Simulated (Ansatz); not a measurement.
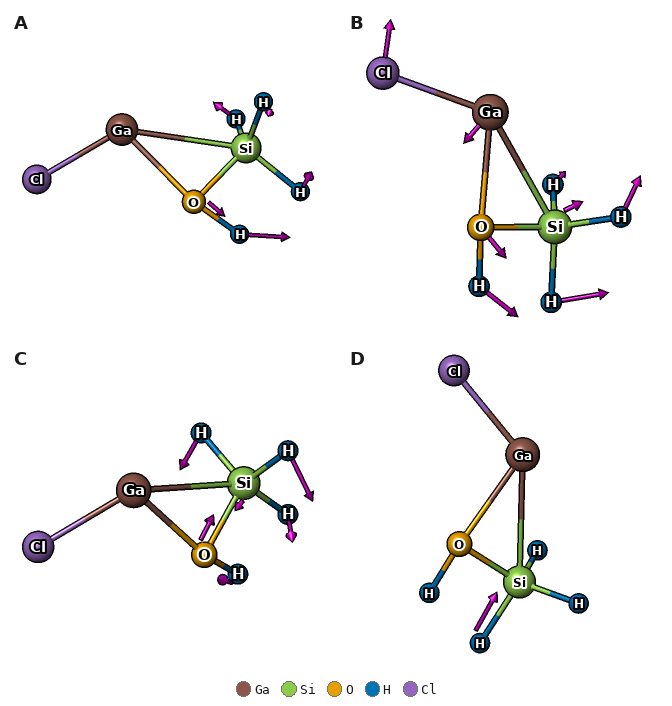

4 normal modes of one molecule or complex, as arrows. Harmonic vibrations computed with RKS PBE0-D4/def2-SVP (Ansatz 0.2.0) at a stationary point of the same level. It is a saddle point of order 2.

Match the panels to the wavenumbers 76 cm⁻¹, 281 cm⁻¹, 901 cm⁻¹, 2093 cm⁻¹.

A: 281 cm⁻¹
B: 76 cm⁻¹, angle bending
C: 901 cm⁻¹
D: 2093 cm⁻¹, Si–H stretching
